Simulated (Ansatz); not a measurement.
# Lattice dynamics of LuSb (Fm-3m)

Task: relax LuSb (Fm-3m), then find its harmonic phonons.

Main program and level: Ansatz 0.2.0; DFT PBEsol, scalar-relativistic, plane waves, PAW; PAW set soft_1.

**1. Starting point**

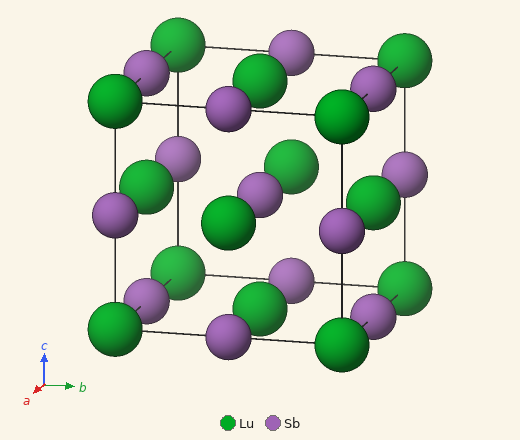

Start, viewed slightly off an axis; lutetium green, antimony purple. This picture shows the conventional cell, with its axes. Some periodic images of atoms are drawn too.

**2. Bringing the structure to rest**

The cell and atoms are relaxed, since residual forces and stress would shift the frequencies.

The input, input.yaml:

```yaml
crystal:
  lattice:
    - [0.0, 3.0393308489, 3.0393308489]
    - [3.0393308489, 0.0, 3.0393308489]
    - [3.0393308489, 3.0393308489, 0.0]
  atoms:
    - { symbol: Lu, position: [0.0, 0.0, 0.0] }
    - { symbol: Sb, position: [0.5, 0.5, 0.5] }
kpoints:
  mp_grid: { grid: [12, 12, 12] }
hamiltonian:
  xc: pbesol
  pseudopotentials: { kind: paw, azcp: { folder: soft_1 }, xc_functional: pbe }
scf:
  occupations: { method: gaussian, width: 0.1 }
output:
  forces: true
  stress: true
  eigenvalues: true
  write_density: true
  write_potential: true
  elf: true
  volumetric_format: npy
relax:
  adjacent_minimum: "off"
  f_tol: 0.005
  max_steps: 80
  cell: { stress_tol: 0.05 }
```

Started as:

```
$ ansatz run input.yaml --threads 4 --pin off --max-ram 10240MiB --backend cpu --events-out ev --progress --plain --runs-dir out
```

Numbers of over 12 decimals in the logs are rounded to 6 here.

Output:

```text
Engine: ansatz 0.2.0, aarch64-unknown-linux-gnu
Pseudopotentials: kind: paw
Pseudopotential: Lu, paw, valence charge 25, recommended cutoff 420 eV (normal), soft_1/Lu.paw.azcp
Pseudopotential: Sb, paw, valence charge 15, recommended cutoff 420 eV (normal), soft_1/Sb.paw.azcp
Functional definition: PBEsol
  exchange = pbesol_x
  correlation = pbesol_c
Crystal: 2 atoms, lattice volume = 56.152 Å³
Basis set: ecut = 420 eV, 1067 PW (Γ), exchange–correlation on 60×60×60 points (8 copies of the dense FFT grid, shifted against one another)
Bands: 24, of which v1, the nominal top of the filled ones, is band 20 counted from 1 (19 counted from 0)
Symmetry: 48 space group operations
Space group: Fm-3m (ITA 225), of the structure as read, at distance tolerance 3.8e-5 Å
k-points: 72 of 1728
Non-local potential: Lu, projectors of the file, l = 0: 3, l = 1: 2, l = 2: 2, l = 3: 3
Non-local potential: Sb, projectors of the file, l = 0: 2, l = 1: 2, l = 2: 2, l = 3: 1
PAW form: soft (Blöchl's): semilocal exchange-correlation on the pseudo side does not see the compensation charge
PAW frozen core: Lu, regenerated for the run's functional, and the local potential with it (the file was generated under x = pbe(κ = 0.804, μ = 0.219515), c = pbe(β = 0.066725))
PAW frozen core: Sb, regenerated for the run's functional, and the local potential with it (the file was generated under x = pbe(κ = 0.804, μ = 0.219515), c = pbe(β = 0.066725))
PAW one-centre angular grid: Lu, 590 points (default); XC on 64 Gauss nodes
PAW one-centre angular grid: Sb, 590 points (default); XC on 64 Gauss nodes
Initial density: superposition of atomic densities (chi_scale 0.1, normalization cell, long waves kept (reshape's long-wave potential 0.00 eV rms))
Initial wavefunctions: pseudopotential atomic-orbital guess
Functional: x = pbesol(κ = 0.804, μ = 0.123457), c = pbesol(β = 0.046)
SCF iter   1: F=—  HF=-21022.819983 eV  |F-HF|=—  |Δ(HF+E_count)|=         —  Δρ=4.80e-2  dr2=1.58e0  ethr=3.10e-3  ⟨swp⟩=5.3  Hψ=8325  notcnv=0
preconditioner: auto → Kerker (q_TF=auto, 2.578 Å⁻¹)  [metal: Δε(μ)=0.032 eV  Ē_g=17.315 eV  σ=0.100 eV  W_gap=0.18  n_scr=14 (ndim 8)  ℏωp=30.5 eV  f_vac=0.000  D(μ)=0.51/eV (n_scr^D=0)]
SCF iter   2: F=—  HF=-21022.426029 eV  |F-HF|=—  |Δ(HF+E_count)|=   3.94e-1  Δρ=2.08e-2  dr2=2.94e-1  ethr=3.10e-3  ⟨swp⟩=4.3  Hψ=4353  notcnv=0  defer=1
SCF iter   3: F=—  HF=-21022.370206 eV  |F-HF|=—  |Δ(HF+E_count)|=   5.58e-2  Δρ=1.55e-2  dr2=1.30e-1  ethr=7.34e-4  ⟨swp⟩=4.0  Hψ=4742  notcnv=0  defer=1
SCF iter   4: F=—  HF=-21022.293175 eV  |F-HF|=—  |Δ(HF+E_count)|=   7.70e-2  Δρ=4.70e-3  dr2=8.12e-3  ethr=3.26e-4  ⟨swp⟩=3.9  Hψ=4517  notcnv=0  defer=1
SCF iter   5: F=—  HF=-21022.302962 eV  |F-HF|=—  |Δ(HF+E_count)|=   9.79e-3  Δρ=1.94e-3  dr2=1.62e-3  ethr=2.03e-5  ⟨swp⟩=2.6  Hψ=3841  notcnv=0  defer=1
SCF iter   6: F=—  HF=-21022.302568 eV  |F-HF|=—  |Δ(HF+E_count)|=   3.94e-4  Δρ=4.35e-4  dr2=1.13e-4  ethr=4.04e-6  ⟨swp⟩=2.0  Hψ=3124  notcnv=0  defer=1
SCF iter   7: F=—  HF=-21022.302641 eV  |F-HF|=—  |Δ(HF+E_count)|=   7.32e-5  Δρ=1.60e-4  dr2=1.97e-5  ethr=2.82e-7  ⟨swp⟩=2.8  Hψ=3405  notcnv=0  defer=1
SCF iter   8: F=—  HF=-21022.302638 eV  |F-HF|=—  |Δ(HF+E_count)|=   2.92e-6  Δρ=3.97e-5  dr2=1.21e-6  ethr=4.92e-8  ⟨swp⟩=2.1  Hψ=2880  notcnv=0  defer=1
SCF iter   9: F=—  HF=-21022.302639 eV  |F-HF|=—  |Δ(HF+E_count)|=   9.77e-8  Δρ=1.58e-5  dr2=1.19e-7  ethr=3.04e-9  ⟨swp⟩=2.2  Hψ=3151  notcnv=0  defer=1
SCF iter  10: F=-21022.302638 eV  HF=-21022.302639 eV  |F-HF|=7.56e-9  |Δ(HF+E_count)|=   2.31e-8  Δρ=5.18e-6  dr2=9.50e-9  ethr=2.50e-10  ⟨swp⟩=13.8  Hψ=18804  notcnv=0
SCF 1 converged in 10 iterations: F = -21022.302638 eV  dr2 = 9.50e-9
  greatest PAW one-centre occupation: 0.998 electrons in one spin orbital (limit 2), on the Lu atom at site 0 (counted from 0), in its partial waves of l = 0
relax step   1: F+E_penalty+E_count = -21022.30263849 eV  Δ(F+E_penalty+E_count) = +0.000e0 eV  max|allowed force component| = 2.702e-29 eV/Å  Δτ_max = 0.0000 Å  P = -2.535 GPa  Ω = 56.152 Å³  (10 SCF iters, dr2 threshold 1.00e-7 eV, accepted)
Crystal: 2 atoms, lattice volume = 52.244 Å³
Basis set: ecut = 420 eV, 965 PW (Γ), exchange–correlation on 60×60×60 points (8 copies of the dense FFT grid, shifted against one another)
Initial density: handed on by an earlier stage of this run
Initial wavefunctions: those handed on with the density
iter 1 solved again at ethr=4.33e-5 eV; its pass at ethr=3.10e-3 eV (dr2=1.73e-2 eV) is discarded
SCF iter   1: F=—  HF=-21022.316824 eV  |F-HF|=—  |Δ(HF+E_count)|=         —  Δρ=4.01e-3  dr2=1.84e-2  ethr=4.33e-5  ⟨swp⟩=2.0  Hψ=13007  notcnv=0
preconditioner: auto → none  [insulator: Δε(μ)=0.123 eV  Ē_g=17.379 eV  σ=0.100 eV  W_gap=0.60  n_scr=14 (ndim 8)  ℏωp=31.7 eV  f_vac=0.000  D(μ)=0.33/eV (n_scr^D=0)  ε∞_Penn≈4.3]
SCF iter   2: F=—  HF=-21022.310494 eV  |F-HF|=—  |Δ(HF+E_count)|=   6.33e-3  Δρ=1.82e-3  dr2=1.48e-3  ethr=4.33e-5  ⟨swp⟩=2.9  Hψ=3454  notcnv=0
SCF iter   3: F=—  HF=-21022.310093 eV  |F-HF|=—  |Δ(HF+E_count)|=   4.01e-4  Δρ=5.61e-4  dr2=1.46e-4  ethr=3.70e-6  ⟨swp⟩=2.9  Hψ=4821  notcnv=0
SCF iter   4: F=—  HF=-21022.310055 eV  |F-HF|=—  |Δ(HF+E_count)|=   3.87e-5  Δρ=4.45e-4  dr2=4.94e-5  ethr=3.65e-7  ⟨swp⟩=3.0  Hψ=3904  notcnv=0
SCF iter   5: F=—  HF=-21022.310060 eV  |F-HF|=—  |Δ(HF+E_count)|=   5.42e-6  Δρ=1.74e-4  dr2=8.38e-6  ethr=1.23e-7  ⟨swp⟩=2.1  Hψ=2733  notcnv=0
SCF iter   6: F=—  HF=-21022.310062 eV  |F-HF|=—  |Δ(HF+E_count)|=   1.56e-6  Δρ=3.44e-5  dr2=3.70e-7  ethr=2.10e-8  ⟨swp⟩=2.2  Hψ=3038  notcnv=0
SCF iter   7: F=-21022.310062 eV  HF=-21022.310062 eV  |F-HF|=1.28e-7  |Δ(HF+E_count)|=   1.94e-7  Δρ=2.05e-5  dr2=1.28e-7  ethr=5.00e-10  ⟨swp⟩=14.6  Hψ=20353  notcnv=0
SCF 2 converged in 7 iterations: F = -21022.310062 eV  dr2 = 1.28e-7
  Residual-converged pass: ⟨swp⟩=1.0  Hψ=2019  notcnv=0  max |occ|·‖R‖ = 7.1e-9 eV (tolerance 1.0e-8 eV)  dr2=1.28e-7  dr2_onsite=6.06e-8  max |Δocc| = 6.3e-12
relax step   2: F+E_penalty+E_count = -21022.31006170 eV  Δ(F+E_penalty+E_count) = -7.423e-3 eV  max|allowed force component| = 7.599e-29 eV/Å  Δτ_max = 0.0000 Å  P = +2.283 GPa  Ω = 52.244 Å³  energy of the carried Pulay correction = +8.608e-4 eV  (7 SCF iters, dr2 threshold 2.00e-7 eV, accepted)
Crystal: 2 atoms, lattice volume = 54.025 Å³
iter 1 solved again at ethr=1.04e-5 eV; its pass at ethr=3.10e-3 eV (dr2=4.17e-3 eV) is discarded
SCF iter   1: F=—  HF=-21022.322885 eV  |F-HF|=—  |Δ(HF+E_count)|=         —  Δρ=1.90e-3  dr2=4.34e-3  ethr=1.04e-5  ⟨swp⟩=2.0  Hψ=11972  notcnv=0
preconditioner: auto → none  [insulator: Δε(μ)=0.156 eV  Ē_g=17.373 eV  σ=0.100 eV  W_gap=0.67  n_scr=14 (ndim 8)  ℏωp=31.1 eV  f_vac=0.000  D(μ)=0.25/eV (n_scr^D=0)  ε∞_Penn≈4.2]
SCF iter   2: F=—  HF=-21022.321356 eV  |F-HF|=—  |Δ(HF+E_count)|=   1.53e-3  Δρ=7.98e-4  dr2=3.07e-4  ethr=1.04e-5  ⟨swp⟩=2.1  Hψ=2699  notcnv=0
SCF iter   3: F=—  HF=-21022.321291 eV  |F-HF|=—  |Δ(HF+E_count)|=   6.51e-5  Δρ=2.53e-4  dr2=2.95e-5  ethr=7.67e-7  ⟨swp⟩=3.0  Hψ=4027  notcnv=0
SCF iter   4: F=—  HF=-21022.321281 eV  |F-HF|=—  |Δ(HF+E_count)|=   9.60e-6  Δρ=2.08e-4  dr2=1.17e-5  ethr=7.38e-8  ⟨swp⟩=2.9  Hψ=3855  notcnv=0
SCF iter   5: F=—  HF=-21022.321282 eV  |F-HF|=—  |Δ(HF+E_count)|=   1.12e-6  Δρ=8.74e-5  dr2=2.30e-6  ethr=2.94e-8  ⟨swp⟩=2.0  Hψ=2689  notcnv=0
SCF iter   6: F=-21022.321282 eV  HF=-21022.321282 eV  |F-HF|=9.11e-9  |Δ(HF+E_count)|=   3.19e-7  Δρ=1.98e-5  dr2=1.32e-7  ethr=5.00e-10  ⟨swp⟩=12.8  Hψ=20149  notcnv=0
SCF 3 converged in 6 iterations: F = -21022.321282 eV  dr2 = 1.32e-7
relax step   3: F+E_penalty+E_count = -21022.32128247 eV  Δ(F+E_penalty+E_count) = -1.122e-2 eV  max|allowed force component| = 2.314e-29 eV/Å  Δτ_max = 0.0000 Å  P = -0.128 GPa  Ω = 54.025 Å³  energy of the carried Pulay correction = +4.608e-4 eV  (6 SCF iters, dr2 threshold 2.00e-7 eV, accepted)
[...]
relax step   4: F+E_penalty+E_count = -21022.32134464 eV  Δ(F+E_penalty+E_count) = -6.217e-5 eV  max|allowed force component| = 1.742e-29 eV/Å  Δτ_max = 0.0000 Å  P = -0.006 GPa  Ω = 53.928 Å³  energy of the carried Pulay correction = +4.823e-4 eV  (4 SCF iters, dr2 threshold 4.07e-8 eV, accepted)
Initial wavefunctions: pseudopotential atomic-orbital guess (no wavefunctions were taken with the density)
iter 1 solved again at ethr=4.33e-8 eV; its pass at ethr=3.10e-3 eV (dr2=1.73e-5 eV) is discarded
SCF iter   1: F=—  HF=-21022.320902 eV  |F-HF|=—  |Δ(HF+E_count)|=         —  Δρ=3.73e-5  dr2=1.63e-7  ethr=4.33e-8  ⟨swp⟩=6.4  Hψ=17862  notcnv=0
preconditioner: auto → none  [insulator: Δε(μ)=0.131 eV  Ē_g=17.359 eV  σ=0.100 eV  W_gap=0.57  n_scr=14 (ndim 8)  ℏωp=31.2 eV  f_vac=0.000  D(μ)=0.26/eV (n_scr^D=0)  ε∞_Penn≈4.2]
SCF iter   2: F=—  HF=-21022.320902 eV  |F-HF|=—  |Δ(HF+E_count)|=   5.12e-7  Δρ=2.53e-5  dr2=1.47e-7  ethr=4.07e-10  ⟨swp⟩=3.0  Hψ=4396  notcnv=0
SCF iter   3: F=—  HF=-21022.320902 eV  |F-HF|=—  |Δ(HF+E_count)|=   1.31e-9  Δρ=9.93e-6  dr2=1.65e-8  ethr=3.68e-10  ⟨swp⟩=3.0  Hψ=3597  notcnv=0
SCF iter   4: F=—  HF=-21022.320902 eV  |F-HF|=—  |Δ(HF+E_count)|=   1.21e-9  Δρ=4.07e-6  dr2=2.20e-9  ethr=4.11e-11  ⟨swp⟩=3.1  Hψ=3933  notcnv=0
SCF iter   5: F=—  HF=-21022.320902 eV  |F-HF|=—  |Δ(HF+E_count)|=   3.07e-9  Δρ=1.27e-6  dr2=1.95e-10  ethr=5.50e-12  ⟨swp⟩=2.3  Hψ=3076  notcnv=0
SCF iter   6: F=-21022.320902 eV  HF=-21022.320902 eV  |F-HF|=3.64e-12  |Δ(HF+E_count)|=  4.55e-10  Δρ=1.77e-7  dr2=6.39e-12  ethr=1.00e-12  ⟨swp⟩=8.4  Hψ=13924  notcnv=0
SCF 5 converged in 6 iterations: F = -21022.320902 eV  dr2 = 6.39e-12
relax step   5: F+E_penalty+E_count = -21022.32090187 eV  Δ(F+E_penalty+E_count) = +4.428e-4 eV  max|allowed force component| = 1.844e-29 eV/Å  Δτ_max = 0.0000 Å  P = -0.012 GPa  Ω = 53.928 Å³  stress off target by 1.15e-2 GPa  SCF on the basis re-selected at this cell (its energy is not comparable with the rows above)  (6 SCF iters)
basis re-selected at this cell: Δ(F+E_penalty+E_count) = +4.428e-4 eV, ΔP = -0.005 GPa vs the last step (what re-selecting the basis moved, of the pressure what is left beyond the Pulay correction that the steps carried, after the strain that the cell walked since its last selection, with what the two solves' SCF thresholds leave and, on support functions, any second-order correction that the steps lacked; it is no m [...]
SCF converged after 6 iterations
Free energy (F): -21022.320902 eV
Harris-Foulkes:  -21022.320902 eV  (|F-HF|=3.64e-12)
Internal energy: -21022.319584 eV  (E = F + TS)
E sigma→0 (E₀):  -21022.320243 eV
Entropy (-TS):   -0.001318 eV (-0.659 meV/atom)
Fermi energy:    12.892780 eV
--- Per-component energies (eV) ---
  E_band       = -143.354955
  E_kinetic    = 584.982306
  E_local      = -8526.653815  (includes V_loc(G=0)·N_el)
  E_nonlocal   = 1078.667029
  E_hartree    = 3575.708008
  E_xc         = -305.124354
  E_vxc        = -343.873094  (∫ρ·V_xc dr)
  E_paw        = -11771.724414  (= ΣΔE_a)
  E_vpaw       = -87.893481  (= ΣTr[D̂ρ^β])
  E_aug_tail   = 0.000117  (compensation charges beyond the density's cutoff)
  E_ewald      = -5659.698200
  E_core_change = 1.523740  (= ΣΔE_core)
  E_smearing   = -0.001318  (= −TS)
  E_closure    = 0.000000  (closes the sum)
  Σ components = -21022.320902   (vs F -21022.320902, Δ=0.00e0)
--- Forces (eV/Å), atoms counted from 1 ---
  atom   1  Lu    -0.00000000     0.00000000    -0.00000000
  atom   2  Sb     0.00000000    -0.00000000    -0.00000000
  max |Σ_I F_I| component: 3.46e-29 eV/Å
--- Stress (GPa, compression-positive) ---
       -0.011549      -0.000000      -0.000000
       -0.000000      -0.011549      -0.000000
       -0.000000      -0.000000      -0.011549
  P = ⅓ Tr σ = -0.0115 GPa (-0.115 kbar)
--- Band table (eV; the first three rows and the last of 72) ---
  k-point 0: bands = [... 16 lower, 7.7657, 13.8723, 13.8723, 13.8723, 14.1278, 14.1278, 14.1278, 14.9263]
  k-point 1: bands = [... 16 lower, 7.7658, 12.8683, 13.2587, 13.2587, 14.3198, 14.3198, 14.5514, 15.5572]
  k-point 2: bands = [... 16 lower, 7.7660, 11.5491, 12.5086, 12.5086, 14.5927, 14.5927, 14.7046, 16.6451]
  k-point 71: bands = [... 16 lower, 7.7723, 10.1192, 10.1192, 10.1997, 15.3835, 15.5385, 15.5385, 17.1027]
--- Relaxed structure (4 steps of the walk, 4 accepted, 1 SCFs on fresh bases) ---
  F+E_penalty+E_count = -21022.32090187 eV   max|allowed force component| = 1.844e-29 eV/Å   (the final SCF, on the basis selected at the relaxed cell)
  cell:  # Å, volume = 53.9279 Å³
    - [0, 2.998665, 2.998665]
    - [2.998665, 0, 2.998665]
    - [2.998665, 2.998665, 0]
  atoms:
    - { symbol: Lu, position: [0, 0, 0] }
    - { symbol: Sb, position: [0.5, 0.5, 0.5] }
```

The job ended after 9.9 s (4 threads of Arm Neoverse V1, shared host; peak memory 0.44 GiB).

Step by step:

| step | energy less that of the first step (eV) | largest force component (eV/Å) | pressure (GPa) | volume (Å³) |
| --- | --- | --- | --- | --- |
| 1 | 0.0000 | 0.0000 | -2.53 | 56.15 |
| 2 | -0.0074 | 0.0000 | 2.28 | 52.24 |
| 3 | -0.0186 | 0.0000 | -0.13 | 54.03 |
| 4 | -0.0187 | 0.0000 | -0.01 | 53.93 |
| 5* | -0.0183 | 0.0000 | -0.01 | 53.93 |

Relaxation steps marked * repeat the geometry before them on a plane-wave basis chosen anew for their cell, so energy and pressure can jump there.

The run keeps the 48 symmetry operations that it works with, so distortions that break them were not tested.

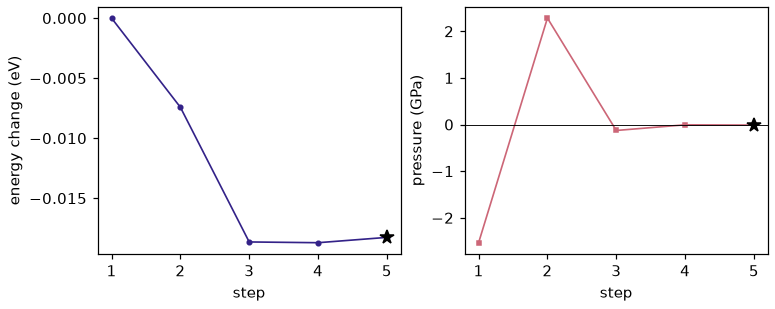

Energy and pressure along the relaxation. Stars mark steps on a basis chosen anew.

| conventional cell, symmetrised | before | after | change |
| --- | --- | --- | --- |
| a (Å) | 6.079 | 5.997 | -1.3 % |
| b (Å) | 6.079 | 5.997 | -1.3 % |
| c (Å) | 6.079 | 5.997 | -1.3 % |
| volume (Å³/atom) | 28.08 | 26.96 | -4.0 % |

Final coordinates:

```xyz
2
Lattice="0.0000 2.9987 2.9987 2.9987 0.0000 2.9987 2.9987 2.9987 0.0000" Properties=species:S:1:pos:R:3 pbc="T T T"
Lu    0.0000    0.0000    0.0000
Sb    2.9987    2.9987    2.9987
```

This step gave:

- pressure: -0.01155 GPa
- volume per atom: 26.96 Å³
- gap on the k-mesh: 0 eV

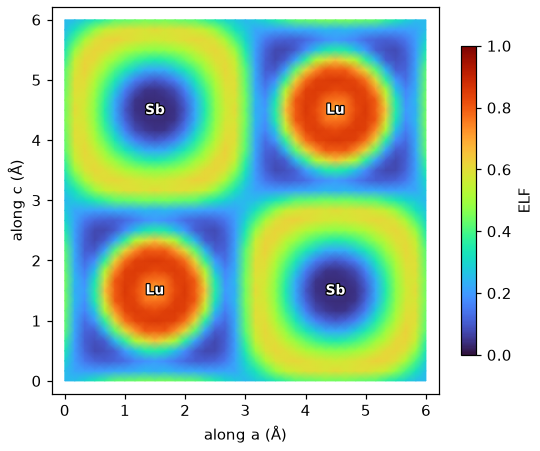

ELF in the ac plane of the conventional cell at fractional y = 0.000, with atoms of Lu and Sb within 0.2 Å of it. It is the smooth field of the valence electrons, not physical close to the nuclei. The map starts off the cell's origin, so that atoms lie inside it.

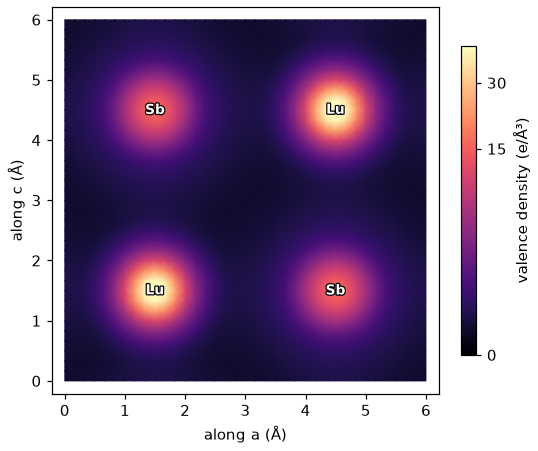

Valence density in the ac plane of the conventional cell at fractional y = 0.000, with atoms of Lu and Sb within 0.2 Å of it. It is the smooth field of the valence electrons, not physical close to the nuclei. The map starts off the cell's origin, so that atoms lie inside it. The colour scale is stretched toward low values.

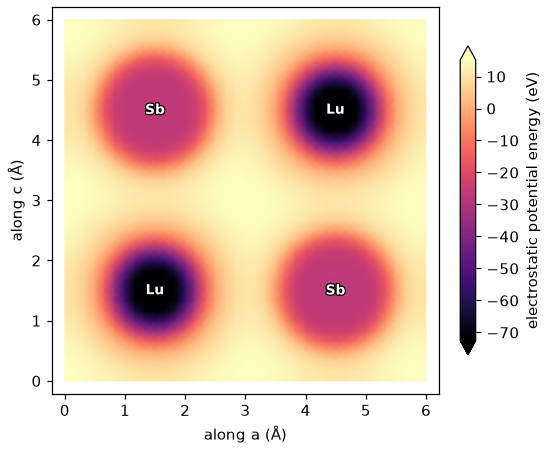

Electrostatic potential energy in the ac plane of the conventional cell at fractional y = 0.000, with atoms of Lu and Sb within 0.2 Å of it. With pseudopotentials it is smooth inside the atoms' cores, unlike the true potential. The map starts off the cell's origin, so that atoms lie inside it.

In this step the volume went from 28.08 to 26.96 Å³/atom.

**3. Relaxing to small forces for the phonons**

Phonons need a cell at rest on their own settings, so the relaxation is repeated with tight tolerances on forces and stress on the k mesh and occupations of the first response run.

input.yaml, the sections that differ from step 2:

```yaml
crystal:
  lattice:
    - [0.0, 2.9986649984, 2.9986649984]
    - [2.9986649984, 0.0, 2.9986649984]
    - [2.9986649984, 2.9986649984, 0.0]
  atoms:
    - { symbol: Lu, position: [0.0, 0.0, 0.0] }
    - { symbol: Sb, position: [0.5, 0.5, 0.5] }
scf:
  occupations: { method: methfessel_paxton, width: 0.2 }
output:
  forces: true
  stress: true
  eigenvalues: true
relax:
  adjacent_minimum: "off"
  f_tol: 0.001
  max_steps: 60
  cell: { stress_tol: 0.01 }
# kpoints, hamiltonian: as in step 2
```

Output:

```text
[...]
Crystal: 2 atoms, lattice volume = 53.928 Å³
Basis set: ecut = 420 eV, 1067 PW (Γ), exchange–correlation on 60×60×60 points (8 copies of the dense FFT grid, shifted against one another)
Bands: 24, of which v1, the nominal top of the filled ones, is band 20 counted from 1 (19 counted from 0)
Symmetry: 48 space group operations
[...]
k-points: 72 of 1728
[...]
k-point 71: bands = [... 16 lower, 7.7758, 10.1218, 10.1218, 10.2024, 15.3871, 15.5418, 15.5418, 17.1062]
--- Relaxed structure (3 steps of the walk, 3 accepted, 1 SCFs on fresh bases) ---
[...]
cell:  # Å, volume = 53.9179 Å³
    - [0, 2.998479, 2.998479]
    - [2.998479, 0, 2.998479]
    - [2.998479, 2.998479, 0]
  atoms:
    - { symbol: Lu, position: [0, 0, 0] }
    - { symbol: Sb, position: [0.5, 0.5, 0.5] }
[key lines of the parts left out:]
SCF converged after 6 iterations
Free energy (F): -21022.320087 eV
Fermi energy:    12.898193 eV
P = ⅓ Tr σ = 0.0000 GPa (0.000 kbar)
```

Wall time 7 s (4 threads); peak memory 0.43 GiB.

Little changed from the start: no atom moved by 0.005 Å and no cell edge by 0.1 %.

Numbers from this step:

```yaml
pressure: 4.19e-5 GPa
```

The forces vanish by symmetry and the pressure is 0.000 GPa, within the tolerances set. The cell now holds 26.96 Å³/atom.

(Continued in part 2 of 2.)

[Logs are printed without paths, hosts, clocks, repeated set-up lines and the standing remarks that a program may print on its own settings, such as how far it seeks lower states.]

[Hosts, paths, dates, database ids (printed as entryN), source tags and the programs' standing remarks are cut or masked in the printed files.]
